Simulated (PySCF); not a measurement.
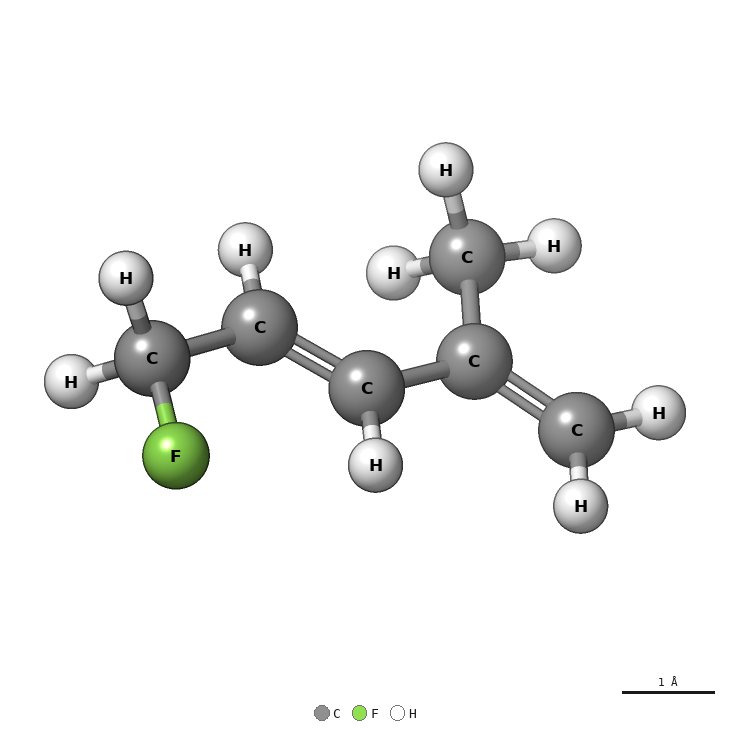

Double and triple bonds are drawn as two and three sticks.

> Give the formula.

C6H9F, 16 atoms: 6 carbon, 9 hydrogen and 1 fluorine.

> Does it have rings?

It has no ring.

The parts below concern this one geometry. Atoms keep their numbers from picture to picture. The computed structure is the end point of a PBE0-D3(BJ)/def2-SVP optimisation. No frequency run is at hand to confirm it as a minimum.

Electronic properties

No frequency run is at hand to confirm it as a minimum. Level of theory: ωB97X-D/def2-SVPD, gas phase (PySCF 2.14.0). Excitations: vertical, linear response.

> Estimate the HOMO–LUMO gap.

9.30 eV.

> What is the dipole moment?

1.97 D.

> Give the HOMO energy (Kohn–Sham orbital) at this level.

−8.37 eV.

> Estimate the mean static polarisability.

80.5 bohr³.

Charges

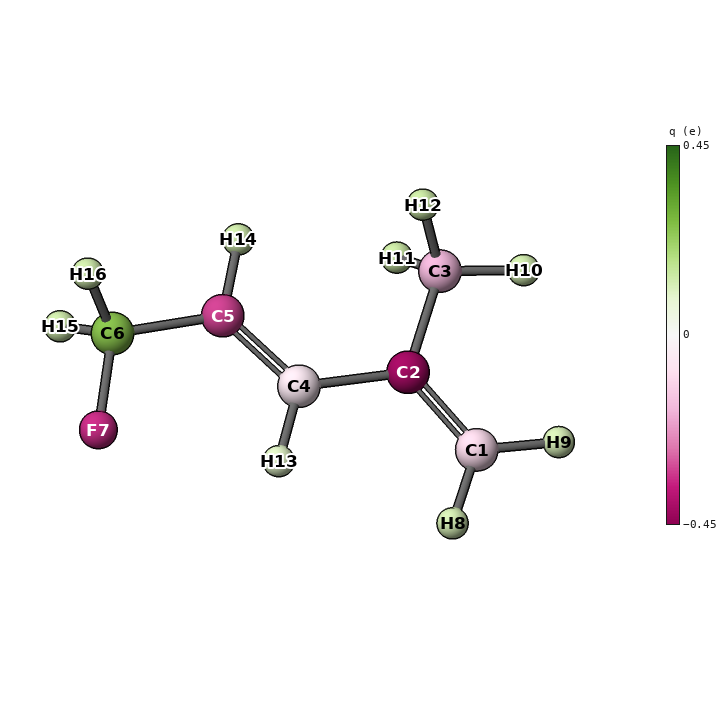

Atoms are coloured by their Mulliken charges. No frequency run is at hand to confirm it as a minimum. Method: PBE0/pcSseg-1 in chloroform (IEF-PCM) (PySCF 2.14.0).

> Which atom carries the highest charge (most positive or least negative)?

C6 (0.25 e).

> And the lowest?

C2 (−0.41 e).

Give the Mulliken charges atom by atom.

```tsv
atom	value (e)
C1	−0.10
C2	−0.41
C3	−0.18
C4	−0.05
C5	−0.32
C6	0.25
F7	−0.34
H8	0.12
H9	0.12
H10	0.13
H11	0.14
H12	0.14
H13	0.10
H14	0.13
H15	0.13
H16	0.13
```

NMR shielding

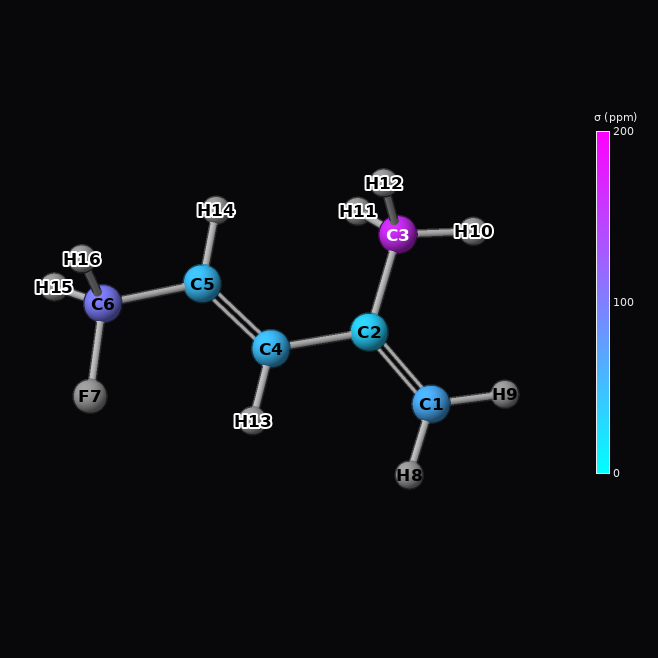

Atoms are coloured by their isotropic NMR shieldings (C only, the others grey). No frequency run is at hand to confirm it as a minimum. Method: GIAO PBE0/pcSseg-1 NMR shielding, non-relativistic, IEF-PCM methanol (PySCF 2.14.0).

> Which C atom is the most shielded (lowest chemical shift)?

C3 (164.7 ppm).

> Which C atom is the least shielded (highest chemical shift)?

C2 (34.5 ppm).

> How wide is the range of C shifts?

130.2 ppm.

List the isotropic NMR shieldings of the C atoms.

```json
{"atom": "C1", "σ (ppm)": "60.3"}
{"atom": "C2", "σ (ppm)": "34.5"}
{"atom": "C3", "σ (ppm)": "164.7"}
{"atom": "C4", "σ (ppm)": "49.9"}
{"atom": "C5", "σ (ppm)": "48.3"}
{"atom": "C6", "σ (ppm)": "99.8"}
```

Spin–spin coupling

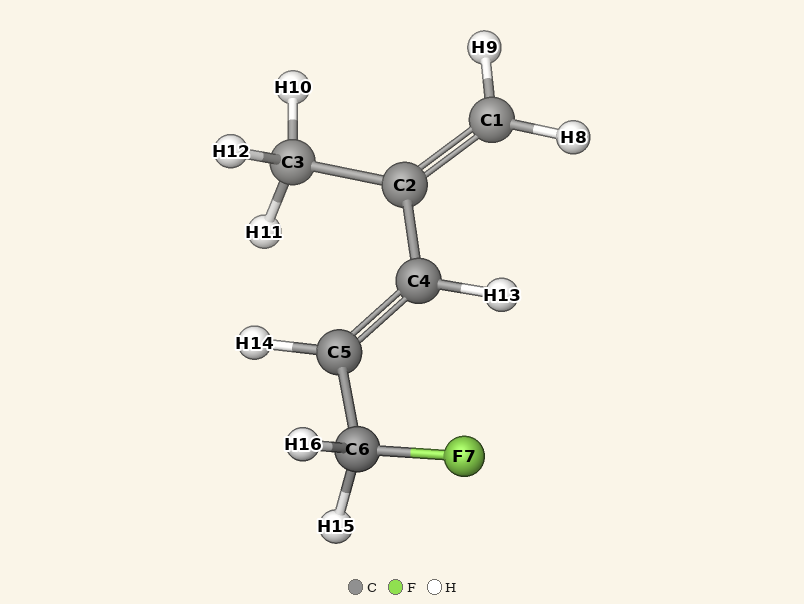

No frequency run is at hand to confirm it as a minimum. Method: B3LYP/pcJ-1 indirect spin-spin coupling, non-relativistic, gas phase (PySCF 2.14.0). Isotopes: 13C, 19F, 1H.

Give the spin–spin coupling constants of these pairs, with the number of bonds between them: C6/F7, C5/F7, F7/H15, F7/H16, C4/F7, F7/H14.

```csv
pair,bonds apart,J (Hz)
"C6, F7",1,−240.9
"C5, F7",2,11.8
"F7, H15",2,54.1
"F7, H16",2,54.0
"C4, F7",3,14.3
"F7, H14",3,24.9
```

Density functionals are unreliable for couplings to fluorine, so those rows may be far off.

Mulliken values depend strongly on the basis set and can even reverse the polarity of a bond.
